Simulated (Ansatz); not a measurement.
## Converging zone-centre phonons against the mesh: RuAl (Pm-3m, 2 atoms in the cell)

```
RuAl
1.0
    2.97505     0.00000     0.00000
    0.00000     2.97505     0.00000
    0.00000     0.00000     2.97505
Al Ru
1 1
Direct
  0.50000   0.50000   0.50000
  0.00000   0.00000   0.00000
```

Method: PBE (plane waves, PAW; Ansatz, a program for electronic structure).

Base settings: basis.ecutwfc = 420 eV; kpoints.mp_grid.grid = 11 11 11; hamiltonian.xc = pbe; hamiltonian.pseudopotentials = {kind: paw} (the program's default PAW files); scf.occupations.method = fermi_dirac; scf.occupations.width = 0.1 eV.

In this ladder: phonons.method = dfpt.

Frequencies are those of the unrelaxed cell, without the LO-TO term of polar crystals.

Only quantities that move along the ladder and can be compared are tabulated.

The starting cell has typed, rounded lattice constants, without a prior relaxation at this level. Its lattice was rescaled by up to half a per cent. Spin polarisation is off. In the base run, with a pressure of about 7 GPa the cell is away from its equilibrium volume at this level.

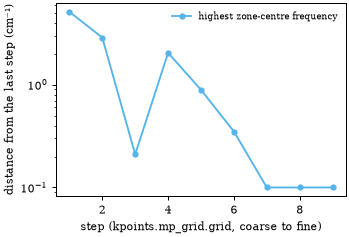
Fig. 1. Distance from the last step along the ladder; very small values are drawn at a floor.

| kpoints.mp_grid.grid | highest zone-centre frequency (cm⁻¹) |
|---|---|
| 3 3 3 | 330.6 |
| 4 4 4 | 322.6 |
| 5 5 5 | 325.7 |
| 6 6 6 | 323.5 |
| 7 7 7 | 324.6 |
| 9 9 9 | 325.9 |
| 13 13 13 | 325.5 |
| 16 16 16 | 325.5 |
| 20 20 20 | 325.6 |
| 25 25 25 | 325.5 |

Coarsest kpoints.mp_grid.grid that holds the highest zone-centre frequency within 1 cm⁻¹ of the last step, with all finer ones: 7 7 7; the step before is off by 2.0 cm⁻¹.

Keys are those of Ansatz 0.2.
